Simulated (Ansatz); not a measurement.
# AlSiNH8 (SMILES [AlH3-][NH2+][SiH3]): B3LYP/def2-SVP

What is the electronic atomisation energy of AlSiNH8 at B3LYP/def2-SVP? 

Program for the calculation: Ansatz 0.2.0.

53 further runs of the same task are left out: 1 that didn't finish, 52 set aside as unsound or not needed.

## 1. The molecule

AlSiNH8: 11 atoms, total charge 0, spin state singlet. As SMILES, `[AlH3-][NH2+][SiH3]`. Geometry: relaxed at PBE0-D4/def2-TZVP.

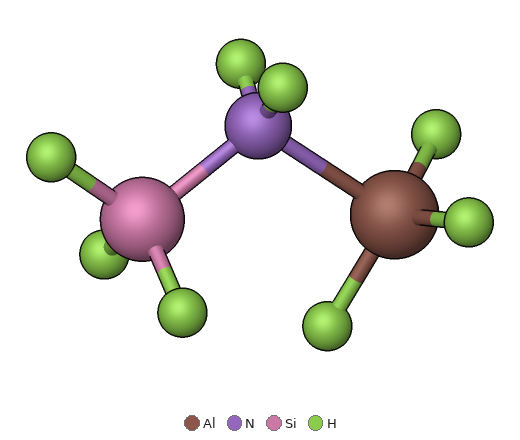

The structure, seen from a chosen angle (aluminium brown, nitrogen purple, silicon pink, hydrogen green).

## 2. A single-point energy at B3LYP/def2-SVP

Contents of input.yaml:

```yaml
basis:
  gaussian: {orbitals: def2-SVP}
crystal:
  periodic: [false, false, false]
  atoms:
    - {symbol: Al, position_ang: [-0.900100, 1.211100, -0.740800]}
    - {symbol: "N", position_ang: [-0.028300, 0.143500, 0.802700]}
    - {symbol: Si, position_ang: [0.876200, -1.248700, 0.128600]}
    - {symbol: H, position_ang: [-0.721100, 0.091900, -1.882400]}
    - {symbol: H, position_ang: [0.093800, 2.465300, -0.806700]}
    - {symbol: H, position_ang: [-2.377200, 1.435300, -0.165100]}
    - {symbol: H, position_ang: [0.566700, 0.786500, 1.316700]}
    - {symbol: H, position_ang: [-0.768500, -0.144800, 1.435900]}
    - {symbol: H, position_ang: [1.651500, -1.882900, 1.228300]}
    - {symbol: H, position_ang: [1.794800, -0.716800, -0.896700]}
    - {symbol: H, position_ang: [-0.122500, -2.197400, -0.400100]}
hamiltonian: {xc: {name: B3LYP}}
accuracy: high
output: {orbitals: {seedname: orbitals}}
```

Run with:

```bash
ansatz run input.yaml --threads 1 --pin off --max-ram 3480MiB --events-out events.jsonl --progress --plain --runs-dir runs
```

The program printed:

```text
Warning: RAYON_NUM_THREADS=1 ignored (pool sized by the plan → 1); use --threads N
Functional definition: B3LYP
  name "B3LYP"
  parameter a0 = 0.2
  parameter ax = 0.72
  parameter ac = 0.81
  exchange = (1 - a0 - ax)*slater_x + ax*b88_x + a0*exact_x
  correlation = (1 - ac)*vwn_rpa_c + ac*lyp_c
2083 factors; integrals over basis functions are off by at most 3.8e-9 eV
mean field evaluation 1: about -16086.3848 eV, gradient 4.7e1 eV
mean field evaluation 2: about -16081.9662 eV, gradient 6.4e1 eV
mean field evaluation 4: about -16090.9271 eV, gradient 5.0e-1 eV
mean field evaluation 8: about -16091.0505 eV, gradient 5.3e-2 eV
mean field evaluation 16: about -16091.0505 eV, gradient 7.2e-7 eV
mean field -16091.05051409 eV, -591.3351994872 hartree, gradient 2.2e-8 eV, S^2 0.000000; 0 other end points of the search recorded, 0 dependent functions left out
reference -16091.05056099 eV, -591.3352012107 hartree; 21, 21 occupied and 69, 69 virtual orbitals, 2083 factors
Total energy: -16091.05056099 eV, -591.3352012107 hartree
```

Wall time 9.9 s (1 thread of Intel Xeon Platinum 8488C (Sapphire Rapids), shared host); peak memory 0.33 GiB.

## 3. The Al atom

Contents of input.yaml:

```yaml
crystal:
  periodic: [false, false, false]
  atoms:
    - {symbol: Al, position_ang: [0.000000, 0.000000, 0.000000]}
basis:
  gaussian:
    orbitals: def2-SVP
hamiltonian:
  xc: {name: B3LYP}
accuracy: high
magnetization:
  spin_polarized: true
  initial_magnetization: 1
```

Run the same way, it converges to -242.30157 Eh (log not shown).

## 4. The H atom, same level

Contents of job.yaml:

```yaml
crystal:
  periodic: [false, false, false]
  atoms:
    - {symbol: H, position_ang: [0.000000, 0.000000, 0.000000]}
basis:
  gaussian: {orbitals: def2-SVP}
magnetization: {spin_polarized: true, initial_magnetization: 1}
hamiltonian: {xc: {name: B3LYP}}
accuracy: high
```

Run the same way, it converges to -0.50126 Eh (log not shown).

## 5. The N atom at the same level

Contents of job.yaml:

```yaml
crystal:
  periodic: [false, false, false]
  atoms:
    - symbol: "N"
      position_ang: [0.000000, 0.000000, 0.000000]
basis:
  gaussian:
    orbitals: def2-SVP
magnetization:
  spin_polarized: true
  initial_magnetization: 3
hamiltonian:
  xc: {name: B3LYP}
accuracy: high
```

Run with:

```bash
ansatz run job.yaml --threads 1 --pin off --max-ram 3480MiB --events-out events.jsonl --progress --plain --runs-dir runs
```

The program printed (excerpt; [...] marks lines left out):

```text
Warning: RAYON_NUM_THREADS=1 ignored (pool sized by the plan → 1); use --threads N
[... 7 set-up lines as earlier in the session ...]
95 factors; integrals over basis functions are off by at most 1.2e-9 eV
mean field evaluation 1: about -1483.9315 eV, gradient 4.8e0 eV
mean field evaluation 2: about -1484.0095 eV, gradient 2.7e0 eV
mean field evaluation 4: about -1484.0485 eV, gradient 5.9e-2 eV
mean field evaluation 8: about -1484.0486 eV, gradient 1.0e-4 eV
mean field -1484.04862601 eV, -54.5377810816 hartree, gradient 3.3e-9 eV, S^2 3.752921; 0 other end points of the search recorded, 0 dependent functions left out
reference -1484.04864199 eV, -54.5377816688 hartree; 5, 2 occupied and 9, 12 virtual orbitals, 95 factors
Total energy: -1484.04864199 eV, -54.5377816688 hartree
```

Run time: 0.28 s. Hardware: 1 thread of Intel Xeon Platinum 8488C (Sapphire Rapids), shared host.

## 6. The Si atom

Contents of job.yaml:

```yaml
crystal:
  periodic: [false, false, false]
  atoms:
    - {symbol: Si, position_ang: [0.000000, 0.000000, 0.000000]}
basis:
  gaussian: {orbitals: def2-SVP}
magnetization: {spin_polarized: true, initial_magnetization: 2}
hamiltonian: {xc: {name: B3LYP}}
accuracy: high
```

Run the same way, it converges to -289.29368 Eh (log not shown).

## 7. Outcome

At B3LYP/def2-SVP:

| quantity | value |
| --- | --- |
| molecule: total energy | -591.33520 Eh |
| molecule: HOMO energy | -7.23 eV |
| molecule: LUMO energy | -0.57 eV |
| molecule: HOMO–LUMO gap | 6.65 eV |
| Al atom: total energy | -242.30157 Eh |
| Al atom: ⟨S²⟩ | 0.753 |
| H atom: total energy | -0.50126 Eh |
| H atom: ⟨S²⟩ | 0.750 |
| N atom: total energy | -54.53778 Eh |
| N atom: ⟨S²⟩ | 3.753 |
| Si atom: total energy | -289.29368 Eh |
| Si atom: ⟨S²⟩ | 2.003 |
| electronic atomisation energy | 32.438 eV |

What this shows: Taking the molecule apart into free atoms costs 32.44 eV (3130 kJ/mol), before zero-point energy and without spin-orbit coupling.
